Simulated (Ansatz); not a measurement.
# SiH2 (SMILES [H][Si][H]): levels of theory compared

Wanted: a comparison of 6 runs (PBE/3-21G, SVWN5/3-21G, UB3LYP/cc-pVDZ, UPBE0/cc-pVDZ, CCSD/3-21G, CCSD(T)/cc-pVDZ) of SiH2. 

The calculation is run with Ansatz 0.2.0.

61 further runs of the same task are left out: 61 set aside as unsound or not needed.

## 1. Starting point

The species is SiH2 (3 atoms), meant as a singlet with charge 0. As SMILES, `[H][Si][H]`. The H3–Si1 distance was set to 3.713 Å, away from the relaxed value. At this shape a bond of the SMILES string is far longer than usual.

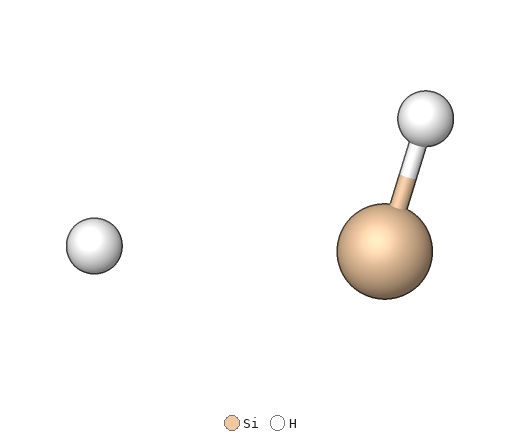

The structure, seen from a chosen angle (silicon light orange, hydrogen white).

## 2. The energy at PBE/3-21G (run 1)

Contents of job.yaml:

```yaml
crystal:
  periodic: [false, false, false]
  atoms:
    - {symbol: Si, position_ang: [1.686188, -0.062654, -2.116653]}
    - {symbol: H, position_ang: [2.791198, -0.074504, -1.123543]}
    - {symbol: H, position_ang: [-1.115450, 0.028170, 0.318290]}
basis:
  gaussian:
    orbitals: 3-21G.json
magnetization:
  spin_polarized: false
hamiltonian:
  xc: {name: PBE}
accuracy: high
```

The basis set 3-21G is read from a file made from the Basis Set Exchange's data (not shown).

Command:

```console
$ ansatz run job.yaml --threads 1 --pin off --max-ram 2610MiB --events-out events.jsonl --progress --plain --runs-dir runs
```

What it wrote:

```text
Warning: RAYON_NUM_THREADS=1 ignored (pool sized by the plan → 1); use --threads N
Functional definition: PBE
  name "PBE"
  parameter kappa = 0.804
  parameter beta = 0.06672455060314922
  exchange = pbe_x(kappa = kappa, mu = beta*pi^2/3)
  correlation = pbe_c(beta = beta)
316 factors; integrals over basis functions are off by at most 2.9e-9 eV
mean field evaluation 1: about -7852.8441 eV, gradient 2.0e1 eV
mean field evaluation 2: about -7843.4905 eV, gradient 2.9e1 eV
mean field evaluation 4: about -7851.5630 eV, gradient 2.0e1 eV
mean field evaluation 8: about -7857.6422 eV, gradient 2.0e-3 eV
mean field evaluation 16: about -7846.9815 eV, gradient 1.5e1 eV
mean field -7857.64219728 eV, -288.7630246490 hartree, gradient 7.1e-8 eV, S^2 0.000000; 1 other end points of the search recorded, 0 dependent functions left out
reference -7857.64219953 eV, -288.7630247317 hartree; 8, 8 occupied and 9, 9 virtual orbitals, 316 factors
Total energy: -7857.64219953 eV, -288.7630247317 hartree
```

Wall time 0.65 s (1 thread of Arm Neoverse V1, shared host).

## 3. The energy at SVWN5/3-21G (run 2)

Contents of run.yaml:

```yaml
crystal:
  periodic: [false, false, false]
  atoms:
    - {symbol: Si, position_ang: [1.686188, -0.062654, -2.116653]}
    - {symbol: H, position_ang: [2.791198, -0.074504, -1.123543]}
    - {symbol: H, position_ang: [-1.115450, 0.028170, 0.318290]}
basis:
  gaussian:
    orbitals: 3-21G.json
hamiltonian:
  xc: {name: SVWN5}
accuracy: high
```

The basis set 3-21G is read from a file made from the Basis Set Exchange's data (not shown).

Command:

```console
$ ansatz run run.yaml --threads 1 --pin off --max-ram 2610MiB --events-out events.jsonl --progress --plain --runs-dir runs
```

What it wrote:

```text
Warning: RAYON_NUM_THREADS=1 ignored (pool sized by the plan → 1); use --threads N
Functional definition: SVWN5
  name "SVWN5"
  exchange = slater_x
  correlation = vwn5_c
316 factors; integrals over basis functions are off by at most 2.9e-9 eV
mean field evaluation 1: about -7825.8351 eV, gradient 1.9e1 eV
mean field evaluation 2: about -7816.3642 eV, gradient 2.8e1 eV
mean field evaluation 4: about -7823.5743 eV, gradient 2.0e1 eV
mean field evaluation 8: about -7829.6549 eV, gradient 6.3e-2 eV
mean field evaluation 16: about -7827.5017 eV, gradient 9.1e0 eV
mean field -7829.65495510 eV, -287.7345124694 hartree, gradient 2.5e-8 eV, S^2 0.000000; 1 other end points of the search recorded, 0 dependent functions left out
reference -7829.65495728 eV, -287.7345125494 hartree; 8, 8 occupied and 9, 9 virtual orbitals, 316 factors
Total energy: -7829.65495728 eV, -287.7345125494 hartree
```

It took 0.41 s on 1 thread of Arm Neoverse V1, shared host.

Runs 3 to 5 aren't shown in full; the table further down has their settings and results.

## 4. A single-point energy at CCSD(T)/cc-pVDZ (run 6)

Contents of run.yaml:

```yaml
crystal:
  periodic: [false, false, false]
  atoms:
    - symbol: Si
      position_ang: [1.686188, -0.062654, -2.116653]
    - symbol: H
      position_ang: [2.791198, -0.074504, -1.123543]
    - symbol: H
      position_ang: [-1.115450, 0.028170, 0.318290]
basis:
  gaussian:
    orbitals: cc-pVDZ
correlation:
  method: ccsd_t
  frozen_orbitals: {H: 0, Si: 5}
accuracy: high
scf:
  omitted_lower_state_checks: [cluster_reference, increment]
```

Command:

```console
$ ansatz run run.yaml --threads 1 --pin off --max-ram 2610MiB --events-out events.jsonl --progress --plain --runs-dir runs
```

What it wrote, shortened:

```text
Warning: RAYON_NUM_THREADS=1 ignored (pool sized by the plan → 1); use --threads N
Functional definition: HF
  name "HF"
[...]
508 factors; integrals over basis functions are off by at most 2.8e-9 eV
[...]
mean field -7886.55603220 eV, -289.8255884838 hartree, gradient 2.1e-8 eV, S^2 0.000000; 6 other end points of the search recorded, 0 dependent functions left out; unrestricted orbitals would lower it
5 core orbitals not correlated: weight in the atoms' cores, before any rotation towards them, 1.000 or more for the frozen orbitals, at most 0.000 for the correlated occupied ones
reference -7886.55603220 eV, -289.8255884838 hartree; 3, 3 occupied and 20, 20 virtual orbitals, 508 factors
second order -3.18028394 eV of doubles, -0.00000000 eV of singles
cycle   1  -3.36501368 eV  change   -9.4e-1 eV  update   1.5e-1
[...]
cycle  30  -5.01092880 eV  change   8.6e-11 eV  update  7.7e-11
perturbative correction -0.48700939 eV, -0.0178972649 hartree
WARN: these amplitudes may be one of several solutions (largest doubles amplitude 0.73, level shift 4.18 eV)
Total energy: -7892.05397039 eV, -290.0276339857 hartree
Checks for a lower state left out: cluster_reference, increment
```

Wall time 0.53 s (1 thread of Arm Neoverse V1, shared host).

## 5. The series

```
run            level  frozen core orbitals  energy (Eh)  wall time
  1        PBE/3-21G                     –  -288.763025     0.65 s
  2      SVWN5/3-21G                     –  -287.734513     0.41 s
  3   UB3LYP/cc-pVDZ                     –  -290.509654      6.9 s
  4    UPBE0/cc-pVDZ                     –  -290.359569      3.9 s
  5       CCSD/3-21G                     5  -288.447352      0.2 s
  6  CCSD(T)/cc-pVDZ                     5  -290.027634     0.53 s
```

## 6. Results

| quantity | value |
| --- | --- |
| run 6: total energy | -290.02763 Eh |
| run 6: correlation energy (5 core orbitals frozen) | -202.0 mEh |
| run 6: (T) correction | -17.90 mEh |
| run 6: T1 diagnostic | 0.119 |

**Reading.** Totals of different functionals can't be ranked against each other. In runs 5, 6 the T1 diagnostic is large, so a single reference may not serve. In runs 5, 6 the log says that unrestricted orbitals would lower the reference, so the values rest on an unstable closed-shell determinant (other closed-shell runs at this shape may share the fault). In runs 1, 2, 5, 6 a closed-shell determinant meets a far-stretched bond, which it describes badly. Spin contamination of the reference: run 4 ⟨S²⟩ = 0.97, run 3 ⟨S²⟩ = 0.92. Where it is this large, the reference is a mixture of spin states, and values that rest on it are in doubt. All runs together took 13 s, the longest 6.9 s.
